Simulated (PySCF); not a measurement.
# RuO₂Br: relaxation and vibrations of the quartet

Where does quartet RuO₂Br go from a trigonal planar start, is the end point a minimum, and what are its modes, charges and moments?

The runs use PySCF 2.14.0; PBE0, basis Ru def2-TZVP with ECP28, O def2-TZVP, Br def2-TZVP, scalar-relativistic core potentials, no spin–orbit coupling, density fitting.

## 1. The system as given

4 atoms, charge 0, spin multiplicity 4.

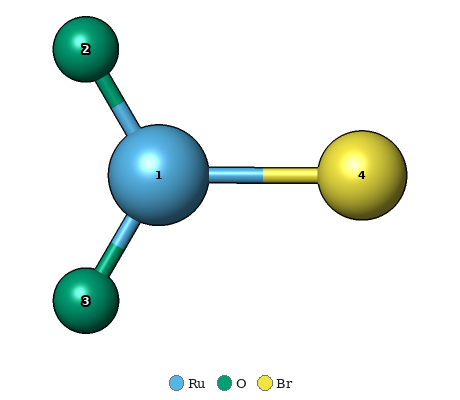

Start geometry, drawn with ruthenium blue, oxygen teal, bromine yellow; atoms are numbered from 1 in the order of the file.

```xyz
4
charge 0 multiplicity 4
Ru    0.0000    0.0000    0.0000
O    -0.8550    1.4809    0.0000
O    -0.8550   -1.4809    0.0000
Br    2.3900    0.0000    0.0000
```

## 2. First SCF at the start

One driver script runs all steps and calls PySCF; scf.py shows how it sets up the SCF of each step. The optimiser is the driver's own. After this first run the driver tries any further starts and a stability analysis.

scf.py

```python
from pyscf import gto, scf, dft
mol = gto.M(atom='''
Ru     0.000000     0.000000     0.000000
O     -0.855000     1.480900     0.000000
O     -0.855000    -1.480900     0.000000
Br     2.390000     0.000000     0.000000''',
    basis={'Ru': 'def2-TZVP', 'O': 'def2-TZVP', 'Br': 'def2-TZVP'},
    ecp={'Ru': 'def2-TZVP'},
    charge=0, spin=3)
mf = dft.UKS(mol, xc='PBE0')
mf.grids.atom_grid = (50, 194)
aux = {'Ru': 'def2-universal-JKFIT', 'O': 'def2-universal-JKFIT', 'Br': 'def2-universal-JKFIT'}
mf = mf.density_fit(auxbasis=aux)
mf.conv_tol = 1e-08
mf.diis_space = 10
mf.max_cycle = 60
mf.init_guess = 'minao'
mf.verbose = 4
mf.kernel()
```

Started as:

```
> OMP_NUM_THREADS=4 python axn.py task.json out
```

Standard output:

```text
init E= -2810.16539877525
[... the frontier-level lines of each cycle are left out ...]
cycle= 1 E= -2817.7095296805  delta_E= -7.54  |g|= 1.52  |ddm|= 3.19
cycle= 2 E= -2772.53679069761  delta_E= 45.2  |g|= 7.29  |ddm|= 8.52
cycle= 3 E= -2817.88304358675  delta_E= -45.3  |g|= 1.64  |ddm|= 8.17
cycle= 4 E= -2817.10635368517  delta_E= 0.777  |g|= 2.19  |ddm|= 1.65
cycle= 5 E= -2819.03055799482  delta_E= -1.92  |g|= 0.308  |ddm|= 1.04
cycle= 6 E= -2819.08808940576  delta_E= -0.0575  |g|= 0.116  |ddm|= 0.403
cycle= 7 E= -2819.09331656376  delta_E= -0.00523  |g|= 0.0454  |ddm|= 0.0776
cycle= 8 E= -2819.09420801622  delta_E= -0.000891  |g|= 0.0136  |ddm|= 0.0329
cycle= 9 E= -2819.09437873113  delta_E= -0.000171  |g|= 0.00652  |ddm|= 0.0177
cycle= 10 E= -2819.09441434616  delta_E= -3.56e-05  |g|= 0.00283  |ddm|= 0.00702
cycle= 11 E= -2819.09443154939  delta_E= -1.72e-05  |g|= 0.00119  |ddm|= 0.0078
cycle= 12 E= -2819.0944333602  delta_E= -1.81e-06  |g|= 0.00039  |ddm|= 0.0027
cycle= 13 E= -2819.0944334794  delta_E= -1.19e-07  |g|= 0.00012  |ddm|= 0.000551
cycle= 14 E= -2819.0944334946  delta_E= -1.52e-08  |g|= 5.3e-05  |ddm|= 0.000201
cycle= 15 E= -2819.09443349719  delta_E= -2.6e-09  |g|= 1.83e-05  |ddm|= 8.11e-05
Extra cycle  E= -2819.09443349736  delta_E= -1.67e-10  |g|= 2.59e-05  |ddm|= 4.46e-05
converged SCF energy = -2819.09443349736  <S^2> = 3.7651039  2S+1 = 4.0075448
```

This step, with its further starts and checks, ran for 32 s (4 threads of Arm Neoverse V2, shared host).

The starts that the driver tried:

| start | energy (Eh) |
| --- | --- |
| the minimal-basis guess | -2819.094433 |
| a thermally smeared density | -2819.094433 |
| a smeared PBE density | -2819.094433 |

No lower solution of this spin turned up from the other starts or in the test of internal stability.

## 3. Trigonal planar start, quartet: relaxation

The program finds C2v symmetry in the start, which this walk keeps.

scf.py, as its differences from that of step 2:

```diff
@@ -3,4 +3,4 @@
-Ru     0.000000     0.000000     0.000000
-O     -0.855000     1.480900     0.000000
-O     -0.855000    -1.480900     0.000000
-Br     2.390000     0.000000     0.000000''',
+Ru    -0.757773     0.000000     0.000000
+O     -1.612773     1.480900     0.000000
+O     -1.612773    -1.480900     0.000000
+Br     1.632227     0.000000     0.000000''',
@@ -17 +16,0 @@
-mf.init_guess = 'minao'
```

The optimiser's trace:

| step | energy (Eh) | change (kJ/mol) | largest symmetric gradient (Eh/bohr) |
| --- | --- | --- | --- |
| 0 | -2819.094433 | 0.00 | 0.02509 |
| 1 | -2819.096912 | -6.51 | 0.01529 |
| 2 | -2819.097212 | -7.30 | 0.00110 |
| 3 | -2819.097221 | -7.32 | 0.00052 |
| 4 | -2819.097221 | -7.32 | 0.00003 |

The walk took 23 s.

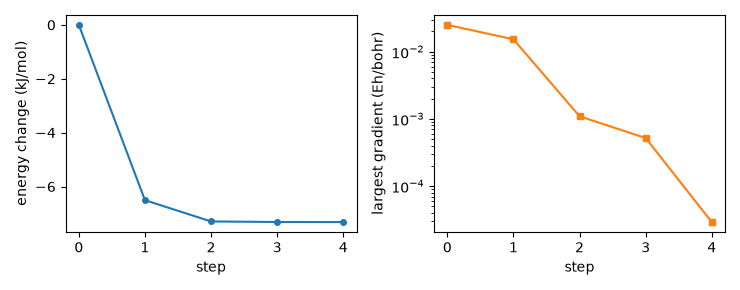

How energy and gradient fall.

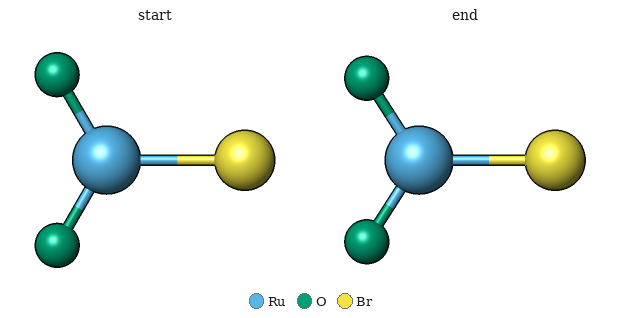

Start and end of the relaxation.

End point (C2v, 4 steps, 7.3 kJ/mol gained): Ru–Br 2.353 Å, Ru–O 1.682 Å (×2); Br–Ru–O 122.6° (×2), O–Ru–O 114.9°.

## 4. Is it a minimum? Harmonic modes

On the finer grid the gradient is checked again; gradients at displacements of ±0.02 bohr then give force constants and infrared intensities.

scf.py, as its differences from that of step 3:

```diff
@@ -3,4 +3,4 @@
-Ru    -0.757773     0.000000     0.000000
-O     -1.612773     1.480900     0.000000
-O     -1.612773    -1.480900     0.000000
-Br     1.632227     0.000000     0.000000''',
+Ru    -0.736397     0.000000     0.000000
+O     -1.641972     1.418099     0.000000
+O     -1.641972    -1.418099     0.000000
+Br     1.616734     0.000000     0.000000''',
@@ -11 +11 @@
-mf.grids.atom_grid = (50, 194)
+mf.grids.atom_grid = (75, 302)
@@ -14 +14 @@
-mf.conv_tol = 1e-08
+mf.conv_tol = 1e-10
```

The driver hands on the density of the step before, so the log starts near convergence.

Log of the central SCF (cycles and frontier levels):

```text
init E= -2819.09720156948
[... the frontier-level lines of each cycle are left out ...]
cycle= 1 E= -2819.09720156936  delta_E= 1.2e-10  |g|= 1.89e-05  |ddm|= 1.06e-05
cycle= 2 E= -2819.09720156753  delta_E= 1.83e-09  |g|= 7.37e-05  |ddm|= 4.05e-05
cycle= 3 E= -2819.09720156949  delta_E= -1.96e-09  |g|= 6.85e-07  |ddm|= 3.23e-05
cycle= 4 E= -2819.09720156949  delta_E= -9.09e-13  |g|= 3.89e-07  |ddm|= 7.05e-07
Extra cycle  E= -2819.09720156949  delta_E= -9.09e-13  |g|= 1.02e-06  |ddm|= 9.29e-07
converged SCF energy = -2819.09720156949  <S^2> = 3.7637865  2S+1 = 4.0068873
```

The whole step took 1.8 min.

Geometry: C2v; Ru–Br 2.353 Å, Ru–O 1.683 Å (×2); Br–Ru–O 122.6° (×2), O–Ru–O 114.9°.

Harmonic modes (main isotopes):

```tsv
symmetry	ω (cm⁻¹)	IR (km/mol)
b1	109	22.9
b2	139	1.5
a1	252	8.3
a1	366	11.3
b2	918	114
a1	988	57.8
```

Every mode is real; the point is a minimum.

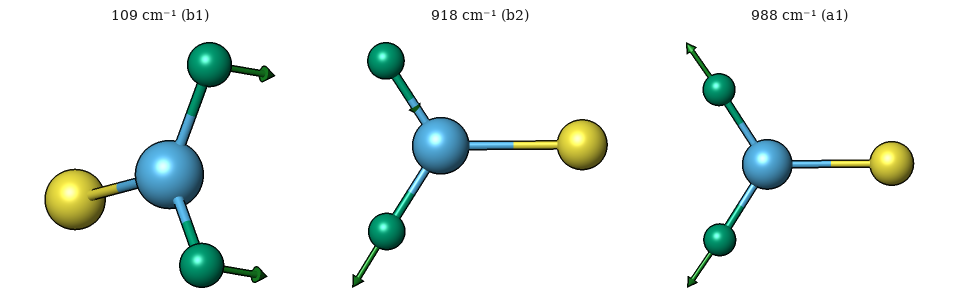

Displacements of 3 of the modes, as arrows (one member where a mode is degenerate).

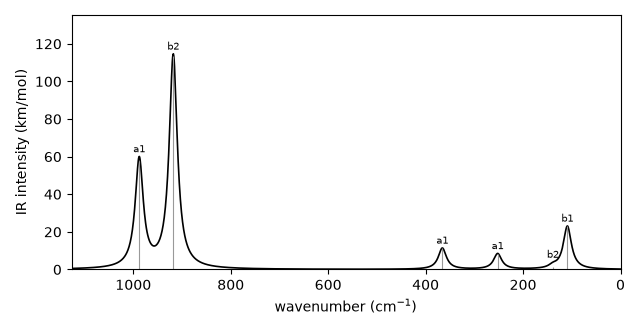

The harmonic infrared spectrum (widths in cm⁻¹). Lines are broadened to a width of 20 cm⁻¹ (Lorentzian).

Properties at this point:

```
Dipole moment                                                   : 1.17 D
Highest occupied level                                          : -8.07 eV
Lowest empty level                                              : -4.96 eV
Rotational constants                                            : 0.262, 0.04847, 0.0409 cm⁻¹
Zero-point energy                                               : 16.6 kJ/mol
Principal polarisabilities                                      : 38.2, 59.3, 85.1 bohr³
Atomisation energy without zero-point energy                    : 1191 kJ/mol
Principal traceless quadrupole moments about the centre of mass : -3.91, -2.40, 6.30 D Å
Entropy at 298.15 K and 1 bar (electronic part: spin only)      : 334.9 J/(mol K)
Heat capacity Cp at 298.15 K                                    : 66.8 J/(mol K)
Enthalpy at 298.15 K above 0 K                                  : 15.95 kJ/mol
Rotational symmetry number                                      : 2
Spin squared ⟨S²⟩                                               : 3.764
```

Charges (e) and bond orders:

| atom | Mulliken | Löwdin | polar tensor | spin (Mulliken) | Mayer order to Ru1 |
| --- | --- | --- | --- | --- | --- |
| Ru1 | 1.30 | 0.42 | 1.38 | 1.95 | – |
| O2,3 | -0.50 | -0.25 | -0.50 | 0.49 | 1.67 |
| Br4 | -0.30 | 0.08 | -0.39 | 0.07 | 0.97 |

Mulliken populations on Ru1 (outside its core potential): s 2.34, p 6.24, d 6.09, f 0.03.

## 5. Outcome

| quantity | value |
| --- | --- |
| minimum | quartet, C2v |
| geometry | Ru–Br 2.353 Å, Ru–O 1.683 Å (×2); Br–Ru–O 122.6° (×2), O–Ru–O 114.9° |
| wavenumbers (cm⁻¹) | 109 (b1), 139 (b2), 252 (a1), 366 (a1), 918 (b2), 988 (a1) |
| dipole moment | 1.17 D |
| highest occupied, lowest empty level (either spin) | -8.07, -4.96 eV |
| polar-tensor charge of Ru1 | +1.38 e |
| zero-point energy | 16.6 kJ/mol |
| entropy at 298.15 K | 334.9 J/(mol K) |
| atomisation energy (no zero-point energy) | 1191 kJ/mol |
| ⟨S²⟩ | 3.764 |

In words: The trigonal planar start keeps its C2v symmetry and ends in a minimum. In the infrared the band at 918 cm⁻¹ (b2, stretch) leads. Most of the spin sits on Ru1 (Mulliken spin 1.95, against 3 for the whole molecule). Other starts or spin states, not run here, may lie lower. One determinant may miss the lowest occupation of an open d or f shell.

The search up to here took 2.8 min.
